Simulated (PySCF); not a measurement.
## A study: Br₄Sn, SMILES `Br[Sn](Br)(Br)Br`

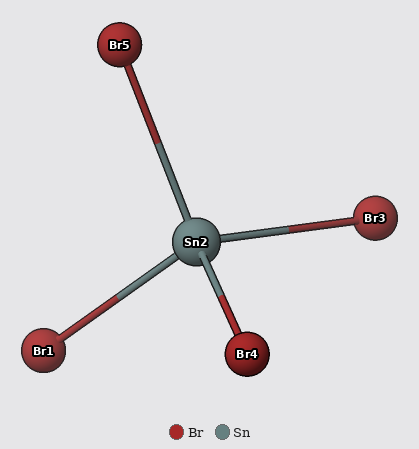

The molecule, with its atoms numbered as below. No frequency check shows the geometry to be a minimum.

Coordinates in Å:

```
Br1      1.9454   -0.7464    1.4729
Sn2     -0.0000   -0.0001   -0.0001
Br3     -1.9454    0.7464    1.4729
Br4     -0.7465   -1.9450   -1.4729
Br5      0.7465    1.9451   -1.4729
```

## 1. Bonding charge

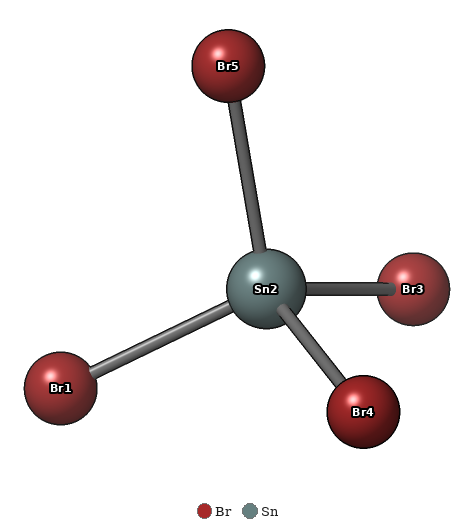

Deformation density (molecule less spherical, spin-averaged free atoms at the same positions), surfaces at ±0.2 e/Å³; orange: gain, blue: loss.

Level of theory: B3LYP/def2-SVPD (PySCF), at a geometry from GFN2-xTB. Core potentials replace the inner electrons of Sn; spin–orbit coupling isn't included.

Question: Describe the bonding that the map shows.

Answer: Sn2–Br4, Sn2–Br5, Br1–Sn2 and Sn2–Br3: +0.04 e/Å³ at the bond critical point (bond length 2.55 Å). In all, 1.3 electrons gather in the regions of gain relative to the promolecule. A small or negative value marks a very polar bond, one between electron-rich atoms, whose free-atom densities already overlap strongly, a long bond to a heavier atom, or a closed-shell contact such as a hydrogen bond.

## 2. Electrostatic potential

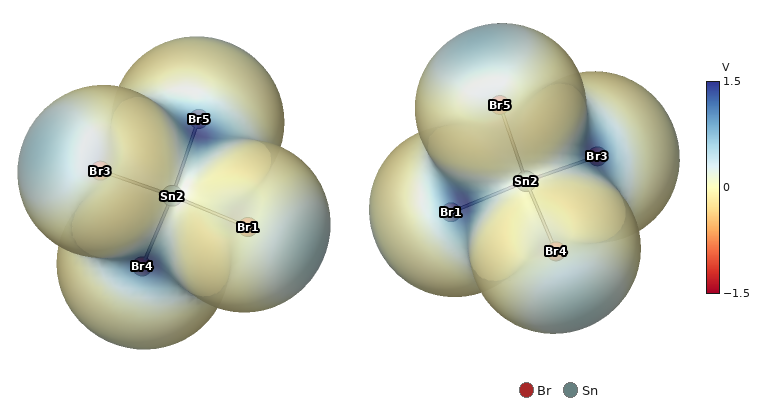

Electrostatic potential on the surface of electron density 0.001 a.u. (back view left, front view right).

Question: Where are the extremes of the potential on the surface?

Answer: Highest: 1.48 V, 2.2 Å from Sn2, and at like points elsewhere. Further maxima include 0.62 V, 2.1 Å from Br4. Lowest: −0.14 V, 2.3 Å from Br5, and at like points elsewhere. The surface is sampled at points, so like sites can differ by a few per cent and only the strongest of them is named.

Question: Does Br4 carry a σ-hole?

Answer: Yes: a local maximum of +0.62 V lies on the extension of the Sn2–Br4 bond.

Question: What volume does the surface enclose, and what is the dipole moment?

Answer: About 196 Å³; the dipole moment is 0.0 D.

## 3. In an electric field

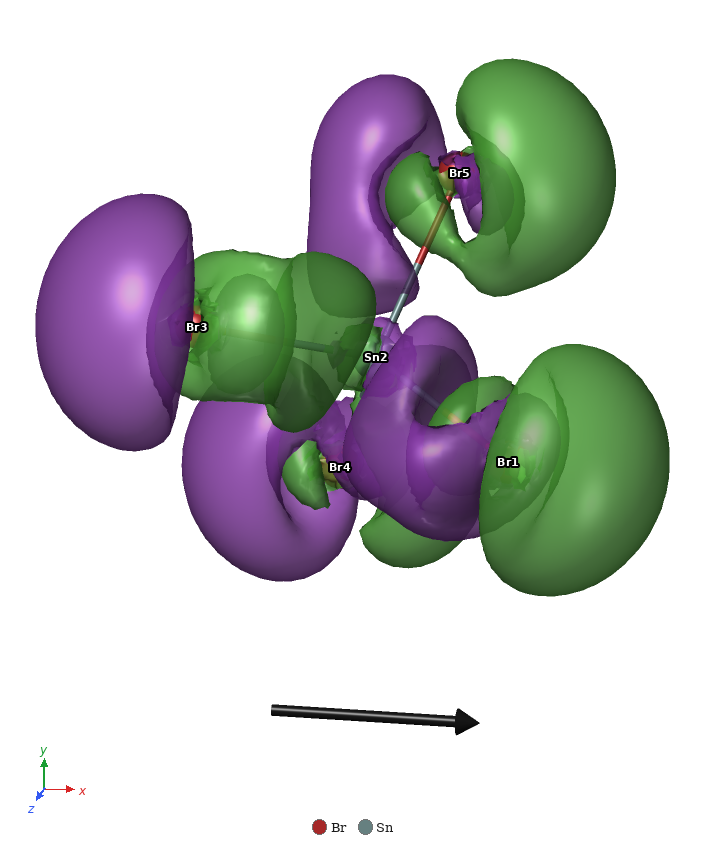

Change of the electron density in a uniform field of 0.21 V/Å along +x (arrow), surfaces at ±0.001 e/Å³ (purple: gain, green: loss).

Question: How large is the response?

Answer: The induced dipole is 1.44 D (along the field); α along this axis, from the fields in both directions, is 141 bohr³ (20.9 Å³).

Question: Which atoms gain and lose the most charge?

Answer: Electrons gather most on Br3 (Hirshfeld charge changes by −0.032 e) and leave Br1 most (+0.032 e); 0.099 electrons are displaced in all.
